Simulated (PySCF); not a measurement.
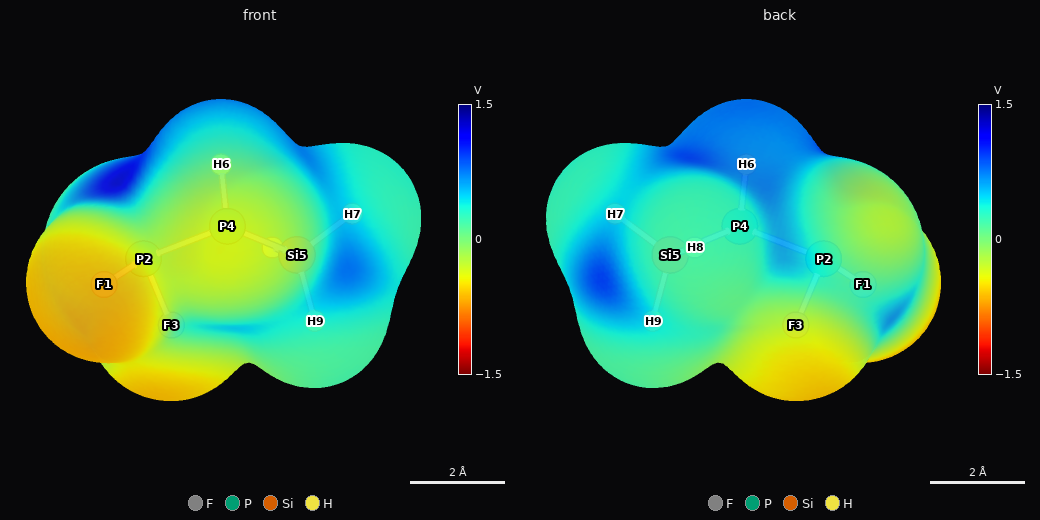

Figure. F2H4P2Si (SiH3PHPF2). The molecular electrostatic potential painted on the density surface at 0.001 e/bohr³, seen from the front and from behind; the colour scale runs from red (negative) to blue (positive).

Geometry: PBE0-D3(BJ)/def2-SVP.

Method: CAM-B3LYP/def2-SVPD, SCF density, gas phase in PySCF 2.14.0.

Input

```
{"job": {"kind": "uv", "xc": "CAM-B3LYP", "basis": "def2-SVPD", "dynamic": true, "nstates": 6, "ntriplets": 0}, "charge": 0, "multiplicity": 1}
F      2.566799     1.731219     0.533596
P      1.888441     0.275357     0.387841
F      1.648833     0.316187    -1.215868
P     -0.188392     0.833999     1.005184
Si    -1.227682    -0.547928    -0.470226
H     -0.188174    -0.132013     2.060010
H     -2.561929    -0.856972     0.122627
H     -0.483180    -1.822090    -0.703309
H     -1.394945     0.187141    -1.753130
```

Launched as:

```sh
OMP_NUM_THREADS=1 python probes_run.py task.json out
```

Q: Where is the surface potential most negative and most positive?

A: The most negative region (about −0.7 V) lies over F1, the most positive (about +1.2 V) over P2.

Q: What dipole moment does the calculation give?

A: Its dipole moment is 2.12 D.
